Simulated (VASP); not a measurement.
Band structure of ZrSe2 (space group P-3m1). All values below come from PBE GGA, VASP's PBE PAW potentials (set 64) (plane waves; VASP 6.6.1).

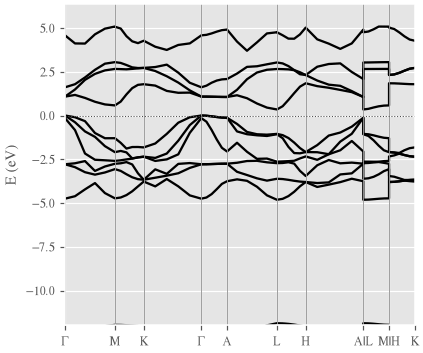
Figure. Bands along high-symmetry lines, zero at the valence-band maximum or, without a gap, the Fermi level

Problem. Read the plot: is there a gap, and where are the band edges?

Solution. The gap is indirect, 0.35 eV, from the valence maximum at Γ to the conduction minimum at L.

The structure comes from a computed database's ZrSe2 entry; how it stands against other phases isn't given here. The cell was not relaxed at this level.
